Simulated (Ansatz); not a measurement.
## Work function of Ta(100): what the settings cost and change

How far do cutoff, k-mesh and smearing move the work function of Ta(100)?

Calculated with Ansatz 0.2.0; plane-wave DFT, PBE, Ansatz PAW.

**Measured values to reproduce.**

“Anisotropic work function of elemental crystals” (2019, arxiv:1902.07811) quotes from earlier work for Ta (clean (100) face, a compiled value): work function (clean (100) face, a compiled value) 4.1 eV.

Report form: the programs' logs are mostly left out.

## (1) The structure

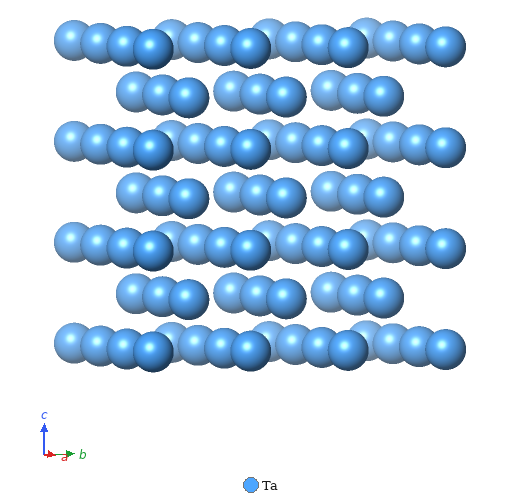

Start, viewed from the side, with the c axis up; tantalum blue. 3×3×1 cells are drawn. Some periodic images of atoms are drawn too.

The cell holds 7 atoms: 7 Ta. Its edges and angles: a = 3.310 Å, b = 3.310 Å, c = 27.930 Å, α = 90.0°, β = 90.0°, γ = 90.0°. Vacuum lies along c.

## (2) Run, setting cutoff 200 eV

A work function rests on the faint tail of the density, so the SCF threshold is tight. The cutoff is raised first; then mesh and smearing are varied at the default cutoff.

The input, input.yaml:

```yaml
crystal:
  lattice:
    - [3.31, 0.0, 0.0]
    - [0.0, 3.31, 0.0]
    - [0.0, 0.0, 27.93]
  atoms:
    - { symbol: Ta, position: [0.0, 0.0, 0.3222341568] }
    - { symbol: Ta, position: [0.5, 0.5, 0.3814894379] }
    - { symbol: Ta, position: [0.0, 0.0, 0.4407447189] }
    - { symbol: Ta, position: [0.5, 0.5, 0.5] }
    - { symbol: Ta, position: [0.0, 0.0, 0.5592552811] }
    - { symbol: Ta, position: [0.5, 0.5, 0.6185105621] }
    - { symbol: Ta, position: [0.0, 0.0, 0.6777658432] }
kpoints:
  mp_grid: { grid: [12, 12, 1] }
hamiltonian:
  xc: pbe
scf:
  occupations: { method: fermi_dirac, width: 0.1 }
  convergence: { dr2_threshold: 1.0e-09 }
efield:
  axis: 3
  dipole_correction: true
  ramp_position: 0.97
  ramp_width: 0.06
basis:
  ecutwfc: "200 eV"
output:
  write_potential: true
  write_density: true
  volumetric_format: npy
  elf: true
```

On the command line:

```sh
ansatz run input.yaml --threads 2 --pin off --max-ram 3072MiB --backend cpu --events-out ev --progress --plain --runs-dir out
```

Wall time 16 s (2 threads of Intel Xeon 6975P-C (Granite Rapids), shared host); peak memory 0.45 GiB; 27 s of CPU time.

Numbers from this step:

```yaml
energy_at_zero_smearing: -69513.0894 eV
work_function_upper_face: 4.045 eV
```

Running mean over 1.655 Å of the planar mean; the ramp of the sawtooth is left out. The electron's electrostatic potential energy less the Fermi level by z:

```csv
z (Å),electron's electrostatic potential energy less the Fermi level (eV)
4,4.03
6,3.89
8,-2.62
10,-10.3
12,-10.1
14,-10.0
16,-10.1
18,-10.3
20,-1.96
22,3.90
24,4.03
```

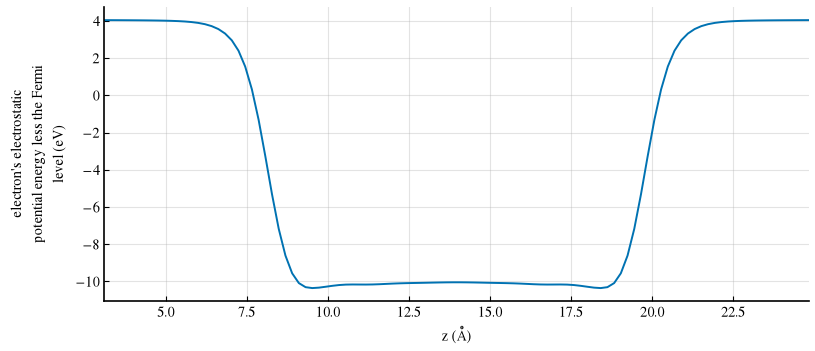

Electron's electrostatic potential energy less the Fermi level against z.

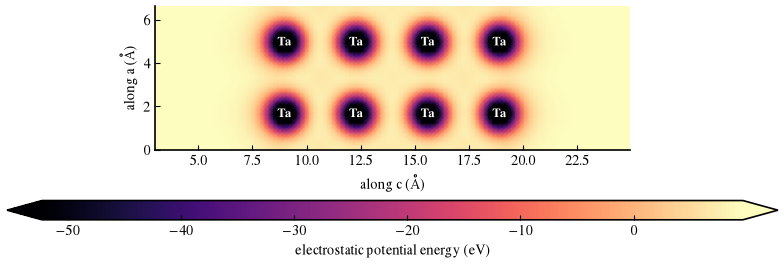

Electrostatic potential energy in the ca plane at fractional y = 0.000, with atoms of Ta within 0.2 Å of it. With pseudopotentials it is smooth inside the atoms' cores, unlike the true potential. The map starts off the cell's origin, so that atoms lie inside it. The far vacuum is left out of the map.

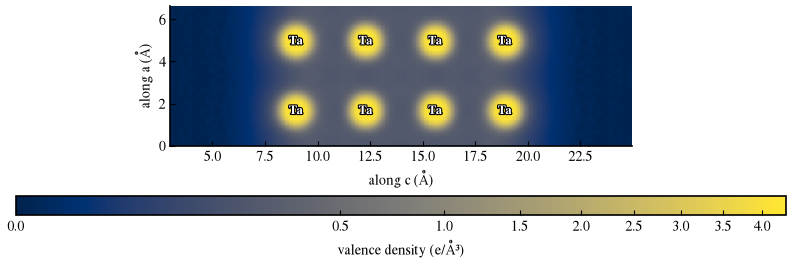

Valence density in the ca plane at fractional y = 0.000, with atoms of Ta within 0.2 Å of it. It is the smooth field of the valence electrons, not physical close to the nuclei. The map starts off the cell's origin, so that atoms lie inside it. The colour scale is stretched toward low values. The far vacuum is left out of the map.

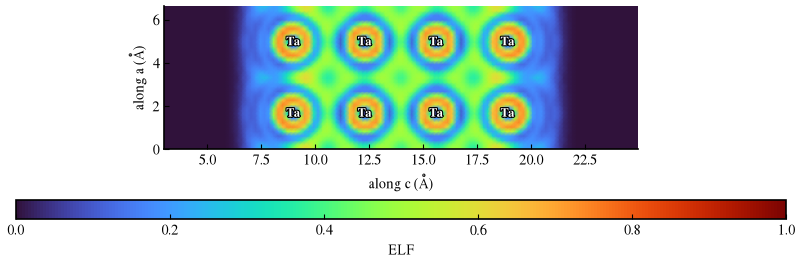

ELF in the ca plane at fractional y = 0.000, with atoms of Ta within 0.2 Å of it. It is the smooth field of the valence electrons, not physical close to the nuclei. The map starts off the cell's origin, so that atoms lie inside it. The far vacuum is left out of the map.

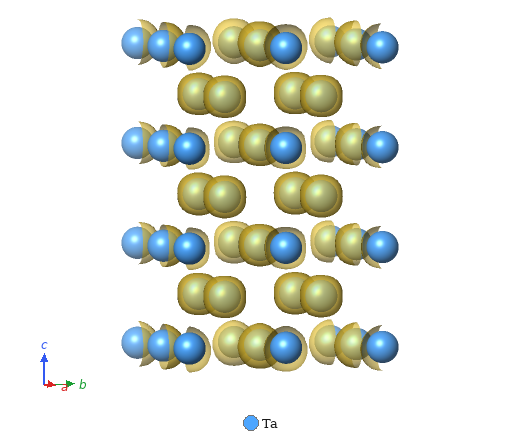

Surface of ELF = 0.66. 2×2×1 cells are drawn.

The work function is 4.045 eV.

## (3) Run

Edit input.yaml of step 2 so:

```diff
@@ -26,3 +26,3 @@
 basis:
-  ecutwfc: "200 eV"
+  ecutwfc: "300 eV"
 output:
@@ -31,2 +31 @@
   volumetric_format: npy
-  elf: true
```

Wall time 25 s (2 threads); peak memory 0.62 GiB.

The work function is 3.999 eV, -0.045 eV from the run “cutoff 200 eV”, at 1.6 times its CPU time.

## (4) Slab

Edit input.yaml of step 3 so:

```diff
@@ -26,3 +26,3 @@
 basis:
-  ecutwfc: "300 eV"
+  ecutwfc: "420 eV"
 output:
```

It took 40 s on 2 threads; peak memory 0.83 GiB.

The work function is 3.999 eV, -0.045 eV from the run “cutoff 200 eV”, at 2.6 times its CPU time.

## (5) Slab

Edit input.yaml of step 4 so:

```diff
@@ -26,3 +26,3 @@
 basis:
-  ecutwfc: "420 eV"
+  ecutwfc: "600 eV"
 output:
```

Wall time 69 s (2 threads); peak memory 1.2 GiB; 2.1 min of CPU time.

The work function is 3.999 eV, -0.000 eV from the run “cutoff 420 eV”, at 1.8 times its CPU time.

## (6) Slab

Edit input.yaml of step 5 so:

```diff
@@ -14,3 +14,3 @@
 kpoints:
-  mp_grid: { grid: [12, 12, 1] }
+  mp_grid: { grid: [2, 2, 1] }
 hamiltonian:
@@ -25,4 +25,2 @@
   ramp_width: 0.06
-basis:
-  ecutwfc: "600 eV"
 output:
```

Run time: 5.2 s. Hardware: 2 threads; peak memory 0.55 GiB.

The work function is 4.292 eV, +0.292 eV from the run “cutoff 420 eV”, at 0.089 times its CPU time.

## (7) Run

Edit input.yaml of step 6 so:

```diff
@@ -14,3 +14,3 @@
 kpoints:
-  mp_grid: { grid: [2, 2, 1] }
+  mp_grid: { grid: [4, 4, 1] }
 hamiltonian:
```

It took 9.1 s on 2 threads; peak memory 0.55 GiB; 13 s of CPU time.

The work function is 4.006 eV, +0.007 eV from the run “cutoff 420 eV”, at 0.18 times its CPU time.

## (8) Run

Edit input.yaml of step 7 so:

```diff
@@ -14,3 +14,3 @@
 kpoints:
-  mp_grid: { grid: [4, 4, 1] }
+  mp_grid: { grid: [8, 8, 1] }
 hamiltonian:
```

It took 21 s on 2 threads; peak memory 0.69 GiB; 36 s of CPU time.

The work function is 4.000 eV, +0.000 eV from the run “cutoff 420 eV”, at 0.51 times its CPU time.

## (9) Slab

Edit input.yaml of step 8 so:

```diff
@@ -14,3 +14,3 @@
 kpoints:
-  mp_grid: { grid: [8, 8, 1] }
+  mp_grid: { grid: [18, 18, 1] }
 hamiltonian:
```

Run time: 73 s. Hardware: 2 threads; peak memory 1.2 GiB.

The work function is 3.999 eV, -0.001 eV from the run “cutoff 420 eV”, at 2.0 times its CPU time.

## (10) Run

Edit input.yaml of step 9 so:

```diff
@@ -14,3 +14,3 @@
 kpoints:
-  mp_grid: { grid: [18, 18, 1] }
+  mp_grid: { grid: [12, 12, 1] }
 hamiltonian:
@@ -18,3 +18,3 @@
 scf:
-  occupations: { method: fermi_dirac, width: 0.1 }
+  occupations: { method: gaussian, width: 0.05 }
   convergence: { dr2_threshold: 1.0e-09 }
```

It took 37 s on 2 threads; peak memory 0.83 GiB.

The work function is 4.077 eV, +0.078 eV from the run “cutoff 420 eV”, at 0.97 times its CPU time.

## (11) Run

Edit input.yaml of step 10 so:

```diff
@@ -18,3 +18,3 @@
 scf:
-  occupations: { method: gaussian, width: 0.05 }
+  occupations: { method: methfessel_paxton, width: 0.2 }
   convergence: { dr2_threshold: 1.0e-09 }
```

The job ended after 42 s (2 threads; peak memory 0.82 GiB).

The work function is 4.048 eV, +0.049 eV from the run “cutoff 420 eV”, at 1.1 times its CPU time.

## (12) Run

Edit input.yaml of step 11 so:

```diff
@@ -18,3 +18,3 @@
 scf:
-  occupations: { method: methfessel_paxton, width: 0.2 }
+  occupations: { method: fermi_dirac, width: 0.3 }
   convergence: { dr2_threshold: 1.0e-09 }
```

Wall time 45 s (2 threads); peak memory 0.88 GiB.

The work function is 3.974 eV, -0.026 eV from the run “cutoff 420 eV”, at 1.2 times its CPU time.

## (13) Slab

Edit input.yaml of step 12 so:

```diff
@@ -18,3 +18,3 @@
 scf:
-  occupations: { method: fermi_dirac, width: 0.3 }
+  occupations: { method: cold, width: 0.1 }
   convergence: { dr2_threshold: 1.0e-09 }
```

Elapsed: 36 s, on 2 threads; peak memory 0.83 GiB; 69 s of CPU time.

The work function is 4.073 eV, +0.074 eV from the run “cutoff 420 eV”, at 0.97 times its CPU time.

## (14) The series together

Times are for 2 threads of Intel Xeon 6975P-C (Granite Rapids), shared host. The series side by side:

```csv
no.,setting,"work function, upper face (eV)",time,memory (GiB)
1,cutoff 200 eV,4.045,16 s,0.45
2,cutoff 300 eV,3.999,25 s,0.62
3,cutoff 420 eV,3.999,40 s,0.83
4,cutoff 600 eV,3.999,69 s,1.2
5,mesh 2x2,4.292,5.2 s,0.55
6,mesh 4x4,4.006,9.1 s,0.55
7,mesh 8x8,4.000,21 s,0.69
8,mesh 18x18,3.999,73 s,1.2
9,Gaussian smearing 0.05 eV,4.077,37 s,0.83
10,methfessel_paxton smearing 0.2 eV,4.048,42 s,0.82
11,fermi_dirac smearing 0.3 eV,3.974,45 s,0.88
12,cold smearing 0.1 eV,4.073,36 s,0.83
```

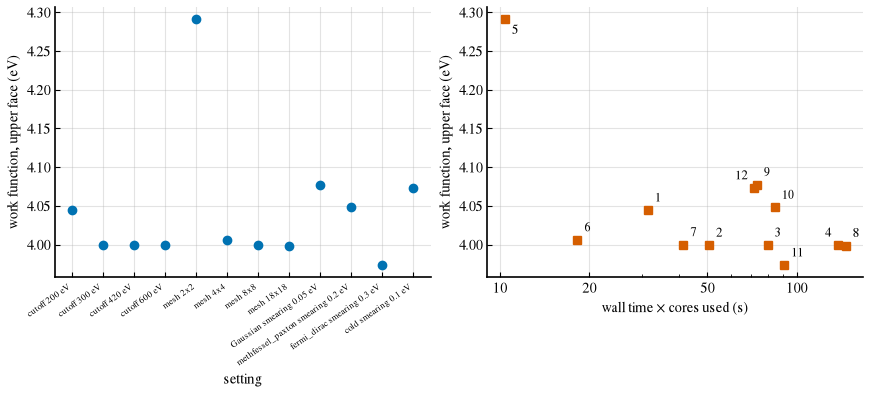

The series as plots; the last panel sets the first result against cost, with the runs numbered as in the table.

## (15) Varying the input

An input spoilt on purpose, to show how the run answers: it repeats the earlier run “cutoff 200 eV” with efield.axis from 3 to 2, and scf.max_iter set to 100; its output block differs too.

Edit input.yaml of step 13 so:

```diff
@@ -18,6 +18,7 @@
 scf:
-  occupations: { method: cold, width: 0.1 }
+  occupations: { method: fermi_dirac, width: 0.1 }
   convergence: { dr2_threshold: 1.0e-09 }
+  max_iter: 100
 efield:
-  axis: 3
+  axis: 2
   dipole_correction: true
@@ -25,2 +26,4 @@
   ramp_width: 0.06
+basis:
+  ecutwfc: "200 eV"
 output:
```

Wall time 0.33 s (2 threads); peak memory 0.33 GiB.

The input was rejected at the start.

The program's message: “Error: efield: ion 0 (Ta) at fractional coordinate 0.0000 along the field axis lies inside the sawtooth ramp with 2 of the planes that the density is read on at each end, [0.8450, 0.1550] — the ramp m …”

The fault put into the input: the field along an axis without vacuum.

## (16) Outcome

* work function, cutoff 420 eV: 3.999 eV
* work function, cutoff 600 eV: 3.999 eV
* work function, mesh 2x2: 4.292 eV
* work function, fermi_dirac smearing 0.3 eV: 3.974 eV

The run at the highest cutoff gives 4.00 eV, and the settings tried spread the value from 3.97 to 4.29 eV. Against 600 eV, a cutoff of 200 eV is off by +0.045 eV. Against 600 eV, a cutoff of 420 eV is off by +0.000 eV. Against the finest mesh, 18 points along a, the coarser ones are off by +0.29 (2), +0.01 (4) and +0.00 (8) eV. The smearing schemes and widths spread it over 0.10 eV. The ladder's slabs use the tabulated experimental lattice constant (two decimals; a low-temperature value for the alkali metals). This open face is not relaxed here, and relaxation moves such faces by up to a few tenths of an eV. In 1 run of the series (cutoff 200 eV) the program warns that electrons reach the sawtooth's ramp, which makes dipole and work function less sure.

Comparison with the measured values:

| quantity | measured | cutoff 600 eV |
| --- | --- | --- |
| work function (clean (100) face, a compiled value) (eV) | 4.1 | 4.00 (-0.10 eV) |

Measured values from arxiv:1902.07811 (2019).

**Verdict.** The work function is off by -0.10 eV: good agreement. The grades are ours: good and fair within 3 and 7 % for the work function. No cell relaxation is part of this session.

[Logs are printed without paths, hosts, clocks, repeated set-up lines and the standing remarks that a program may print on its own settings, such as how far it seeks lower states.]

[Hosts, paths, dates, database ids (printed as entryN), source tags and the programs' standing remarks are cut or masked in the printed files.]

[Maps of the electrostatic potential energy from Ansatz leave out the sawtooth potential of an applied field or a dipole correction, so their vacuum need not be flat; planar profiles and work functions include it.]
